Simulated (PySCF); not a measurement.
SMILES Cl[Si](Cl)(CC[SiH3])Cl, singlet at its PBE0/def2-SVP optimised geometry (Å):

```
14

Si     2.2885    -0.9598    -0.0059
C      0.3970    -0.9616    -0.0029
C     -0.2241     0.4390     0.0000
Si    -2.0852     0.4390     0.0000
Cl    -2.8097     2.3605     0.0000
Cl    -2.8034    -0.5307    -1.6651
Cl    -2.8050    -0.5307     1.6643
H      2.8097    -2.3605    -0.0142
H      2.8023    -0.2555     1.2099
H      2.7976    -0.2428    -1.2163
H      0.0573    -1.5337     0.8778
H      0.0550    -1.5309    -0.8845
H      0.0919     1.0221     0.8833
H      0.0912     1.0252    -0.8815
```

Level of theory: PBE0/def2-TZVP in PySCF.

Map of the log10 of the electron density (e/bohr³), floored at −4 on the plane z = 0.6 Å:

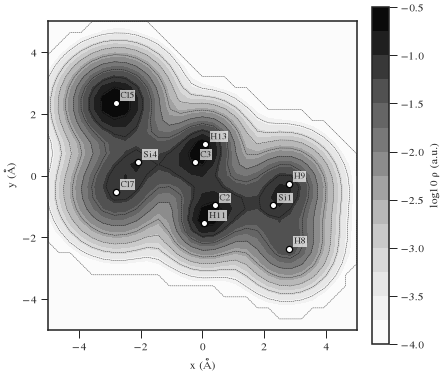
*Log10 of the electron density (e/bohr³), floored at −4 on the plane z = 0.6 Å.*
